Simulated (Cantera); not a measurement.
Feed: 1 mol TiCl4, 15 mol H2O, a varied amount of N2, equilibrated at 1675 K and 100000 Pa.

Method: chemical equilibrium by Gibbs-energy minimisation in Cantera with the NASA 1993 tables (ideal gas, pure condensed phases). Candidate condensed phases: H2O, NH4Cl, Ti, TiCl2, TiCl3, TiCl4, TiN, TiO, TiO2, Ti2O3, Ti3O5, Ti4O7; 38 gas species. Gases not in the tables: TiO(OH)2. Kinetics and transport are ignored.

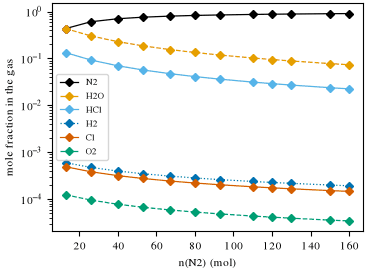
*Equilibrium gas composition (values under 1e-9 drawn at 1e-9)*

Question: Read off the mole fractions at 120 mol N2.

Answer: N2 about 0.88, H2O about 0.095, HCl about 0.029, H2 about 0.00023, Cl about 0.00017, O2 about 4.1e-5.
